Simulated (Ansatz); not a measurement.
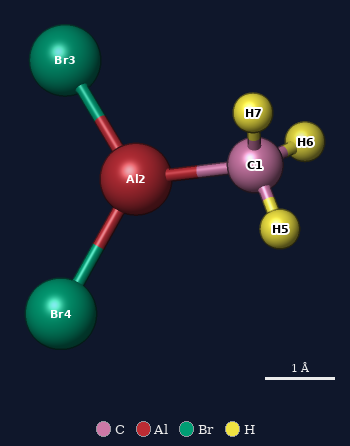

**Figure 1.** The input geometry of run A (ball-and-stick view, seen at a tilt; atoms are numbered from 1 in the order of the input). Sticks mark near contacts. Bond lengths as drawn: Al–Br 2.25 Å, Al–C 1.93 Å and C–H 1.09 Å.

# What a change does: single-point calculation on CH3AlBr2

System: CH3AlBr2.
Method of run A: RKS B2PLYP (frozen core)/def2-TZVPP (Ansatz 0.2.0).

The geometry comes from this level: PBE0-D4/def2-TZVP. Text and figures count atoms from 1; the logs count them from 0 in places.

## Input, run A
```yaml
crystal:
  periodic: [false, false, false]
  atoms:
    - {symbol: C, position_ang: [-0.144583, 0.970003, -0.125021]}
    - {symbol: Al, position_ang: [0.136471, -0.927157, 0.093883]}
    - {symbol: Br, position_ang: [1.884795, -1.713358, 1.272480]}
    - {symbol: Br, position_ang: [-1.247757, -2.457186, -0.803478]}
    - {symbol: H, position_ang: [-1.034296, 1.180624, -0.720789]}
    - {symbol: H, position_ang: [-0.253988, 1.451770, 0.850680]}
    - {symbol: H, position_ang: [0.720557, 1.427204, -0.613455]}
basis:
  gaussian: {orbitals: def2-TZVPP}
hamiltonian: {xc: {name: B2PLYP}}
```

Hardware: 4 CPU threads, shared host.

## Output (run A)
```
Functional definition: B2PLYP
  parameter a = 0.53
  parameter c = 0.27
  exchange = (1 - a)*b88_x + a*exact_x
  correlation = (1 - c)*lyp_c + c*(mp2_os + mp2_ss)
1317 factors; integrals over basis functions are off by at most 9.6e-4 eV
mean field evaluation 1: about -147744.3527 eV, gradient 4.1e1 eV
mean field evaluation 2: about -147744.4425 eV, gradient 4.1e1 eV
mean field evaluation 4: about -147748.3290 eV, gradient 2.2e0 eV
mean field evaluation 8: about -147748.3476 eV, gradient 3.3e-1 eV
mean field evaluation 16: about -147748.3477 eV, gradient 3.3e-5 eV
mean field -147748.34773730 eV, -5429.6516319186 hartree, gradient 6.2e-6 eV, S^2 0.000000; 0 other end points of the search recorded, 0 dependent functions left out
24 core orbitals not correlated: weight in the atoms' cores, before any rotation towards them, 1.000 or more for the frozen orbitals, at most 0.000 for the correlated occupied ones
reference -147748.34790706 eV, -5429.6516381573 hartree; 22, 22 occupied and 165, 165 virtual orbitals, 1317 factors
second order -25.83261326 eV of doubles, -0.00000000 eV of singles
Total energy: -147755.32271264 eV, -5429.9079575347 hartree
```

For run B the input was changed thus:
```diff
-hamiltonian: {xc: {name: B2PLYP}}
+hamiltonian: {xc: {name: PBE-QIDH}}
```

What does this change do to the results?

The total energies belong to different methods, so their difference says nothing on which is more stable or more accurate. The functional changes from B2PLYP to PBE-QIDH.

## Output (run B)
```
Functional definition: PBE-QIDH
  parameter a = 3^(-1/3)
  parameter c = 1/3
  exchange = (1 - a)*pbe_x + a*exact_x
  correlation = (1 - c)*pbe_c + c*(mp2_os + mp2_ss)
1317 factors; integrals over basis functions are off by at most 9.6e-4 eV
mean field evaluation 1: about -147729.5507 eV, gradient 3.4e1 eV
mean field evaluation 2: about -147729.6613 eV, gradient 3.4e1 eV
mean field evaluation 4: about -147732.3717 eV, gradient 1.7e0 eV
mean field evaluation 8: about -147732.3884 eV, gradient 1.6e-1 eV
mean field evaluation 16: about -147732.3885 eV, gradient 2.6e-5 eV
mean field -147732.38846732 eV, -5429.0651395644 hartree, gradient 6.1e-6 eV, S^2 0.000000; 0 other end points of the search recorded, 0 dependent functions left out
24 core orbitals not correlated: weight in the atoms' cores, before any rotation towards them, 1.000 or more for the frozen orbitals, at most 0.000 for the correlated occupied ones
reference -147732.38847942 eV, -5429.0651400091 hartree; 22, 22 occupied and 165, 165 virtual orbitals, 1317 factors
second order -24.14173721 eV of doubles, -0.00000000 eV of singles
Total energy: -147740.43572515 eV, -5429.3608708352 hartree
```

## The two runs side by side

| quantity | run A | run B |
| --- | --- | --- |
| outcome | converged | converged |
| total energy (hartree) | −5429.907958 | −5429.360871 |
| basis functions | 211 | 211 |
| wall time (shared host) | 4.6 s | 4.3 s |
